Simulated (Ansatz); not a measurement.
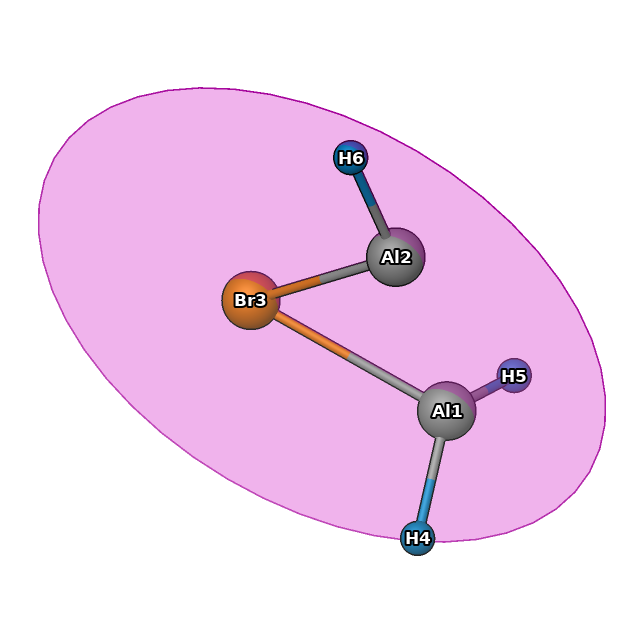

A disc through the centre of mass is drawn in. Atoms fade into the background with distance from the viewer. The computed structure is the end point of a PBE-D4/def2-SVP optimisation. No frequency run is at hand to confirm it as a minimum.

Is the plane of the disc a mirror plane of the structure?

Answer. Yes. The reflection leaves Al1, Al2, Br3, H6 in place and moves H4 ↔ H5. The point group is Cs.
